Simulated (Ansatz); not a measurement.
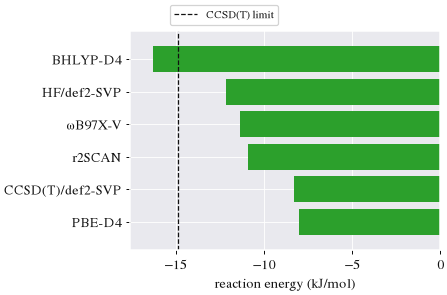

Electronic reaction energy of SiSbH₄F (F[SiH2][SbH2]) + CH₄S (CS) → CH₅SSb (C[S][SbH2]) + SiH₃F (F[SiH3]) (SMILES in brackets) at several levels (functionals in def2-TZVPP unless a basis is named), isolated molecules at PBE0-D4 triple-zeta geometries, minima by their frequencies, no zero-point or thermal terms, the Ansatz code 0.2.0. The line is frozen-core CCSD(T) at the basis limit (MP2 extrapolated from triple and quadruple zeta, plus CCSD(T) less MP2 in a smaller set). No dispersion term is added to r2SCAN. The distance of HF/def2-SVP and CCSD(T)/def2-SVP to the limit includes basis error. Core potentials past Kr.

**Which level comes closest to the line (CCSD(T) limit), and which misses most?**

Closest BHLYP-D4 (−16.3 kJ/mol), against −14.9 kJ/mol; farthest PBE-D4 (−8.0 kJ/mol).

**What range do the values span, the line included?**

From −16.3 kJ/mol (BHLYP-D4) to −8.0 kJ/mol (PBE-D4).

Known limits of this run: outer-core shells are correlated without core-valence functions, which makes the correlated values less sure; spin-orbit coupling is left out, and with Sb it can shift these values.
